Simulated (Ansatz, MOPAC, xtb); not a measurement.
Breaking a bond: LiBr, singlet.

Levels: GFN1-xTB (xtb); PM3, restricted, heats of formation (MOPAC); UHF/aug-cc-pVQZ (Ansatz, a program for electronic structure).

Energies are in kcal/mol, each relative to the lowest point of its own curve near equilibrium.

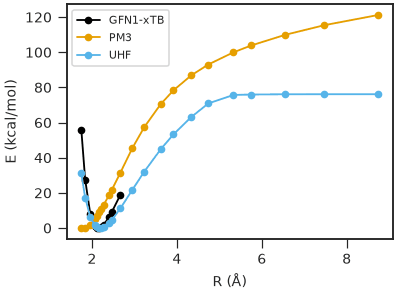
Figure: Energy against bond length for each method.

```csv
R / Å,GFN1-xTB,PM3,UHF
1.75,55.9,0.2,31.1
1.84,27.6,0.0,17.4
1.96,8.2,2.0,6.4
2.07,1.2,5.3,1.6
2.11,0.3,6.7,0.7
2.17,0.0,9.0,0.0
2.22,0.6,11.0,0.0
2.28,1.9,13.4,0.5
2.40,6.2,18.6,2.7
2.47,9.2,21.8,4.6
2.67,19.0,31.6,11.2
2.95,—,45.4,21.7
3.23,—,57.4,32.0
3.62,—,70.5,44.9
3.92,—,78.4,53.3
4.34,—,86.9,63.2
4.74,—,93.1,70.9
5.33,—,100.0,75.7
5.75,—,103.9,76.0
6.55,—,109.9,76.1
7.47,—,115.4,76.2
8.73,—,121.2,76.2
```

At the longest distance, 8.73 Å, PM3 lies highest above its minimum (121.2 kcal/mol) and UHF lowest (76.2 kcal/mol).

A dash means that the run gave no value there, or that the column was ended at a point which the program doubted or which failed a test of continuity chosen for this set; such a test can also cut sound points.

The restricted form behind PM3 keeps the bonding electrons paired and can't separate into open-shell fragments. The unrestricted determinant behind UHF is spin-contaminated at 5.33 to 8.73 Å (<S²> up to 1.0, against 0.00 for a pure singlet).
